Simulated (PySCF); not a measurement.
```xyz
20

C    -1.5245    1.4429   -0.7909
C    -1.8334    0.0710   -0.2788
Si   -3.6526   -0.4255   -0.1662
P    -0.6802   -1.0609    0.1958
C     0.9380   -0.1364   -0.0965
C     2.1318   -1.0204    0.2563
C     3.4337   -0.2806    0.0304
F     3.5312    0.8291    0.7804
F     3.5874    0.1121   -1.2447
F     4.5056   -1.0332    0.3266
H    -2.4391    1.9860   -1.0201
H    -0.9192    1.3969   -1.6982
H    -0.9599    2.0205   -0.0566
H    -4.3434    0.5476    0.6866
H    -3.7478   -1.7739    0.3845
H    -4.2343   -0.3576   -1.5114
H     0.9998    0.1656   -1.1460
H     0.9526    0.7671    0.5200
H     2.1490   -1.9187   -0.3639
H     2.1002   -1.3211    1.3055
```

Geometry: GFN2-xTB.

Computed with PBE0/pcSseg-1, SCF density, gas phase, non-relativistic in PySCF 2.14.0.

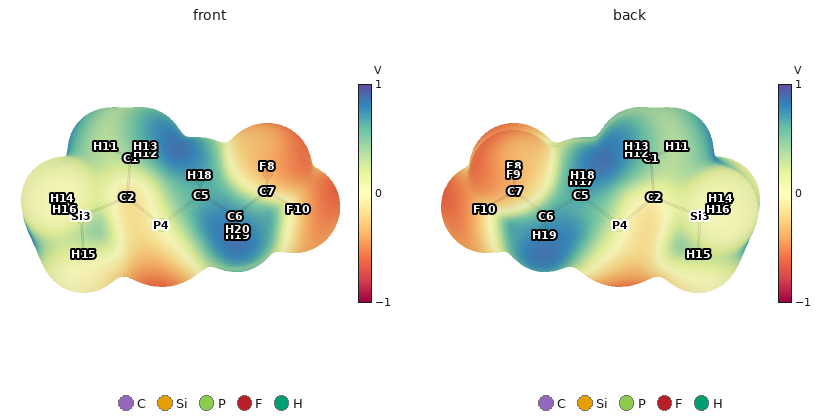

C₅H₁₀F₃PSi (SMILES C/C([SiH3])=P\CCC(F)(F)F). The electrostatic potential painted on the density surface at 0.001 e/bohr³, seen from the front and from behind; red is negative and blue positive.

Question: Describe the electrostatic potential map.

Answer: The most negative region (about −0.6 V, or −14 kcal/mol for a unit charge) lies over P4, F8, F9 and F10, the most positive (about +0.9 V, or +21 kcal/mol for a unit charge) over the H and Si atoms.

Question: What dipole moment does the calculation give?

Answer: Its dipole moment is 1.77 D.
